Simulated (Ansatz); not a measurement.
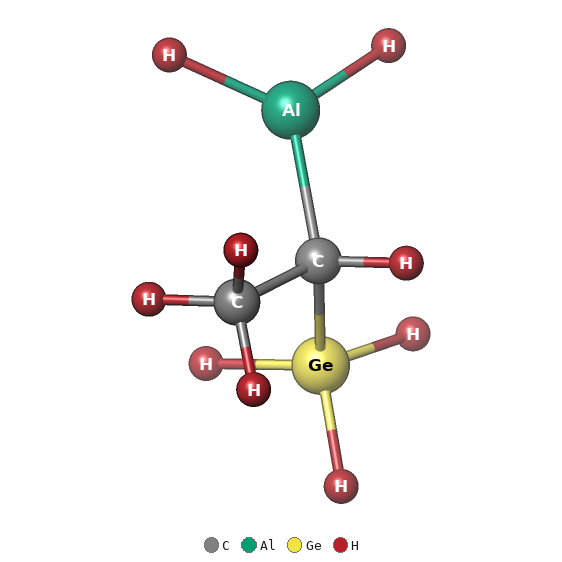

Atoms fade into the background with distance from the viewer. Computed geometry: PBE-D4/def2-SVP optimisation. No frequency run is at hand to confirm it as a minimum.

**List the symmetry elements and name the point group.**

It has no symmetry element but the identity, so the point group is C1. The group has 1 operation. The geometry is chiral, and symmetry allows a dipole moment.
